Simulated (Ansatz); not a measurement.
Stretching the Ge1–O2 bond in GeO (multiplicity 1 held). Energies count from the point at 1.632 Å.


Restricted levels (R-, RO-) in cc, def2 and unpolarised 6-31G sets keep to the state of the molecule at rest. Unrestricted levels (U-) break spin symmetry where that is lower. Active spaces are followed from rest. Levels need not reach the same state.

Correlated levels freeze the cores. Filled d and f shells under p-block atoms count as core.

Run with Ansatz (an electronic-structure program) with Gaussian orbitals. 

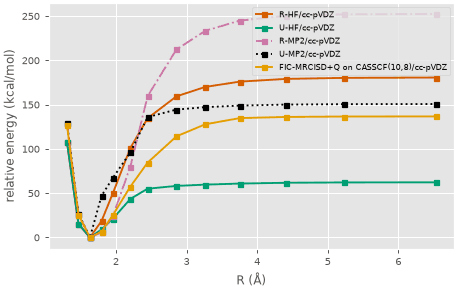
*Relative energy along the coordinate*

Q: Read off the FIC-MRCISD+Q on CASSCF(10,8)/cc-pVDZ curve at R = 3.265.

A: about 130 kcal/mol

Doubts at one or more of the structures used: a restricted determinant that unrestricted orbitals would lower (R-HF/cc-pVDZ, R-MP2/cc-pVDZ); a spin-contaminated determinant (U-HF/cc-pVDZ, U-MP2/cc-pVDZ).
